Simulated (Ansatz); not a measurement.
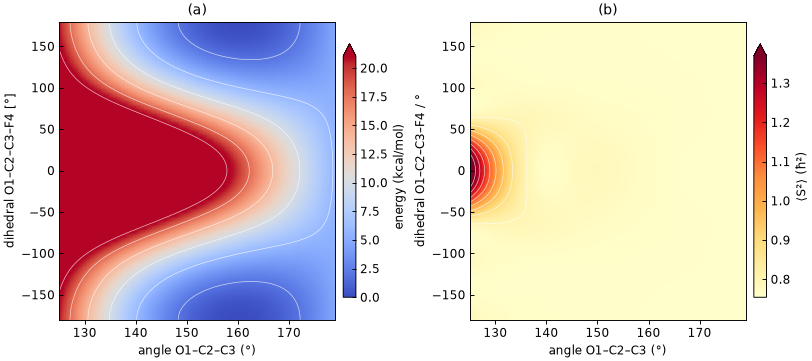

C2FO, SMILES [O]C#CF, spin multiplicity 2. Coordinates scanned: (1) angle O1–C2–C3; (2) dihedral O1–C2–C3–F4. Nothing is relaxed (all other coordinates rigid). The scan uses a 9 × 9 grid; 45 points were computed and 36 follow by symmetry. All energies are given in kcal/mol relative to the relaxed molecule at the same level. In part of the range the unrestricted reference is strongly spin-contaminated. Theory: UKS wB97M-V/def2-SVP in Ansatz 0.2.0.

Panel (a) is the energy; panel (b) is the computed ⟨S²⟩, in ħ².

The picture shows a smooth colour map with a few white contour lines, one colour for all values above the top of the scale. Between grid points the surface is interpolated.

**How does the ⟨S²⟩ vary over the map, and what is it at the lowest grid point?**

Leaving out the highest fifth of the energies, it runs from 0.76 ħ² at angle O1–C2–C3 = 179.0°, dihedral O1–C2–C3–F4 = −180° to 0.78 ħ² at angle O1–C2–C3 = 125.0°, dihedral O1–C2–C3–F4 = −180°. At the lowest grid point, angle O1–C2–C3 = 158.7°, dihedral O1–C2–C3–F4 = −180°, it is 0.76 ħ².
